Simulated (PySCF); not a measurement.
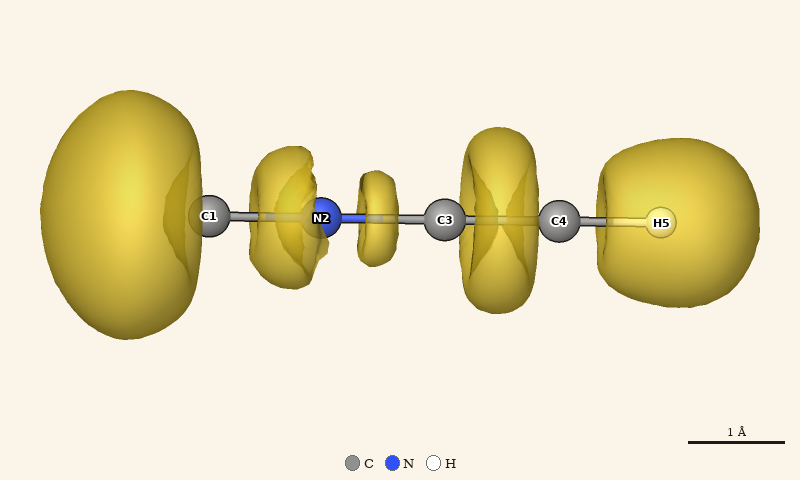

Figure. C$_{3}$HN (SMILES [C-]#[N+]C#C). Isosurface of the electron localisation function at 0.8 (yellow), seen from one side. Only the valence region is drawn (cores and ρ < 0.01 e/Å³ removed).

Geometry: PBE0-D3(BJ)/def2-SVP.

Computed with CAM-B3LYP/def2-SVPD, SCF density, gas phase in PySCF.

```yaml
atoms:
  - { symbol: C, position_ang: [2.1262, 0.0769, -1.1694] }
  - { symbol: N, position_ang: [1.0938, 0.0366, -0.5921] }
  - { symbol: C, position_ang: [-0.0469, -0.0073, 0.0462] }
  - { symbol: C, position_ang: [-1.1020, -0.0511, 0.6399] }
  - { symbol: H, position_ang: [-2.0377, -0.0888, 1.1664] }
```

Question: Identify the bonds, lone pairs and shells in this picture.

Answer: At this value the surface marks out one region between bonded C–C atoms (shared pairs), two regions between bonded C–N atoms (shared pairs), one region around a hydrogen nucleus and one lobe on C, pointing away from the bonds (lone pairs). Profiles from the grid: C–N (1.18 Å): the ELF peaks at about 0.85 between the atoms; a multiple bond. C–C (1.21 Å): the ELF peaks at about 0.80 between the atoms; a short, multiple covalent bond.
